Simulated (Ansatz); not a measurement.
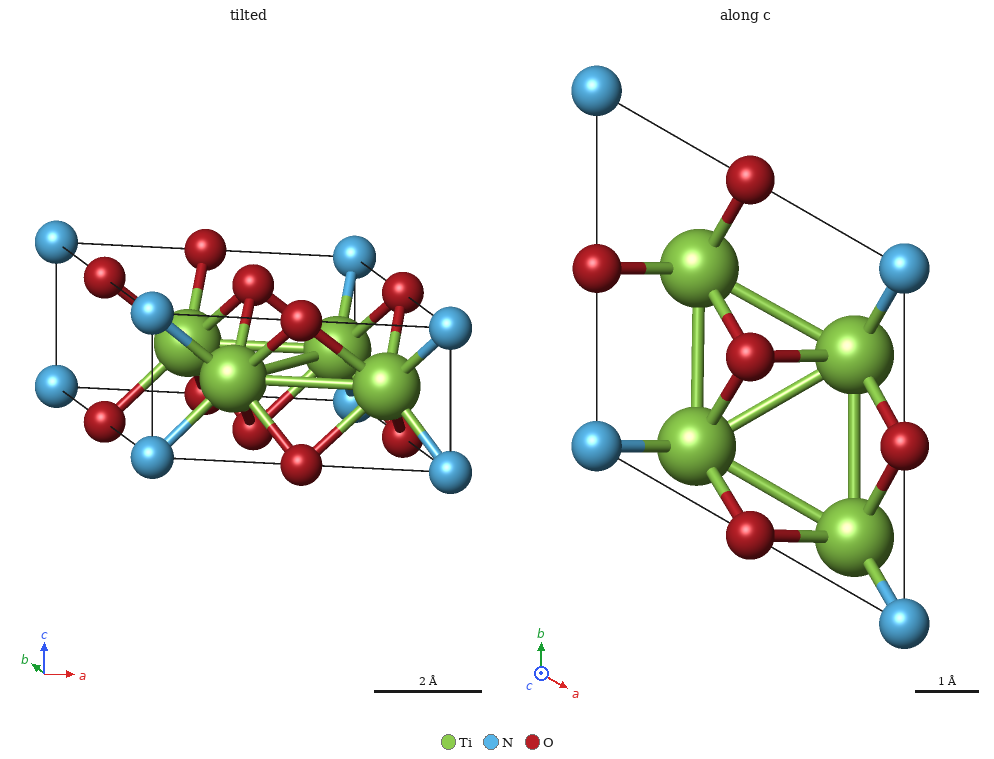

The figure gives a ball-and-stick picture of the atoms, viewed slightly off an axis and along the c axis. The conventional unit cell is drawn as a box.

Ti4NO3, space group P-6m2 (No. 187), a = 5.700 Å, b = 5.700 Å, c = 2.785 Å, α = 90.00°, β = 90.00°, γ = 120.00°. The model was built from a structure type filled with these elements by a generator (whether the compound takes this form wasn't checked). Earlier steps of the study may have refined or changed the cell and positions. An electronic-structure calculation with Ansatz was run on it.

This one geometry was computed with Ansatz (DFT, plane waves, PAW) at three levels of theory: PBEsol, PBE+U (U_eff = 4.00 eV on Ti d) and PBE.

### Which level gives the highest pressure at this volume, and what does that say about its equilibrium volume?

Highest: PBE+U (U_eff = 4.00 eV on Ti d) (6.6 GPa), which points to the largest equilibrium volume. Lowest, with the smallest volume: PBEsol (-8.8 GPa). Levels within 0.5 GPa of each other can't be told apart.

### How does the band gap change with the level of theory?

All levels give a metal.

### Collect the results in a table.

| level | cutoff (eV) | k-mesh of the run's cell | gap (eV) | pressure (GPa) |
| --- | --- | --- | --- | --- |
| PBEsol | 420 | 12×12×14 | metal | -8.8 |
| PBE+U (U_eff = 4.00 eV on Ti d) | 420 | 12×12×14 | metal | 6.6 |
| PBE | 420 | 12×12×14 | metal | 0.0 |

Gaps are taken on the k-mesh or band path of each run.
